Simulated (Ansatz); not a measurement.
```
Al Zn Sb
1.0
     4.00328    0.00000    0.00000
     0.00000    4.00328    0.00000
     0.00000    0.00000    7.67302
Al Zn Sb
2 2 2
Direct
  0.00000 0.50000 0.25976
  0.50000 0.00000 0.74024
  0.00000 0.00000 0.00000
  0.50000 0.50000 0.00000
  0.00000 0.50000 0.65017
  0.50000 0.00000 0.34983
```

Space group P4/nmm; started from the MnVAs_129 prototype, which need not be the ambient phase.

Method: DFT PBE, scalar-relativistic, plane waves, PAW (Ansatz 0.2.0).

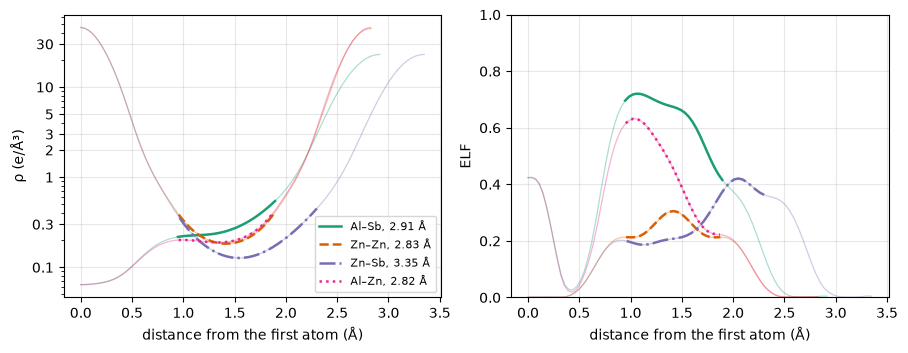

AlZnSb. Valence charge density (pseudo) and electron localisation function along straight lines between neighbouring atoms. Thin, pale parts lie inside the atomic spheres.

Core electrons are frozen (PAW), and the valence fields are smoothed inside the atomic spheres.

Compare the contacts.

Answer. Al–Sb (2.91 Å): ρ is about 0.26 e/Å³ halfway; the ELF is about 0.65 at the midpoint.
Zn–Zn (2.83 Å): the density is about 0.18 e/Å³ at the midpoint; the ELF is about 0.30 at the midpoint: no localised pair shows between them.
Zn–Sb (3.35 Å): ρ is about 0.13 e/Å³ halfway; the ELF is about 0.25 at the midpoint: no localised pair shows between them.
Al–Zn (2.82 Å): the density is about 0.19 e/Å³ at the midpoint; the ELF is about 0.45 at the midpoint.
